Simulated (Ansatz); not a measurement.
# Fields on a plane of BaTiO3 (space group Amm2)

```
BaTiO3
1.0
    3.92309     0.00000     0.00000
    0.00000     2.79408     2.79916
    0.00000    -2.79408     2.79916
Ba Ti O
1 1 3
Cartesian
  0.00000   0.00000   0.00982
  1.96154   0.00000   2.86632
  1.96154   1.38110   4.13242
  1.96154  -1.38110   4.13242
  0.00000   0.00000   2.74220
```

The slice is a (001) plane (indices of the conventional cell) through the point (0.000, 0.490, 0.490) (fractional), spanned by u = [100] and v = [0 1 -1] in vectors of this cell: u (3.92 Å) and v (5.59 Å, at 90° to u). It covers one period; positions are fractions (u, v).

Atoms on it: Ba at (0.00, 0.50), 0.1 Å off the plane; Ti at (0.50, 0.00), 0.1 Å off the plane; O at (0.00, 0.00). Other atoms lie within 1 Å of the plane.

All values below come from LDA (plane waves to 420 eV, PAW, scalar-relativistic; Ansatz, a program for electronic structure). k mesh 9×8×8. Inside the PAW spheres the values are not all-electron values, and peaks at nuclei hang on which shells count as valence. BaTiO3 is run without spin polarisation. BaTiO3 was relaxed with its symmetry unable to fall. This is one of several known forms of BaTiO3; the measured ambient cells at hand have space group No. 99.

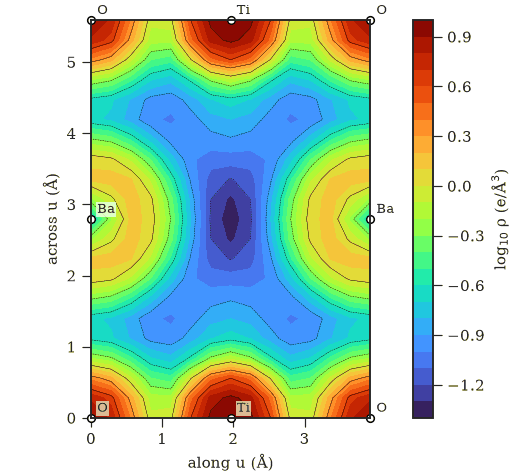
*Log₁₀ of the valence density in e/Å³, one period of the plane, atoms marked. The scale is logarithmic, as a density can span decades between atoms and voids.*

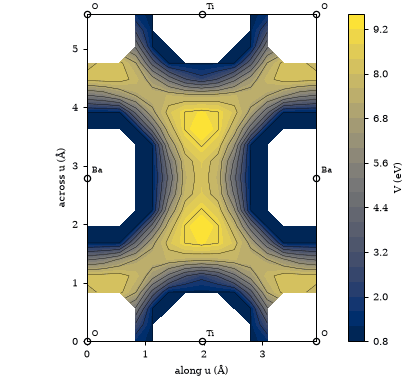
Figure: Electrostatic potential energy of an electron, from the cell's mean, in eV, one period of the plane, atoms marked. Points within 0.8 Å of a nucleus are left white, as the pseudised field means little there. Values under 1 eV are set to 1. The zero, the cell's mean, hangs on the PAW cores.
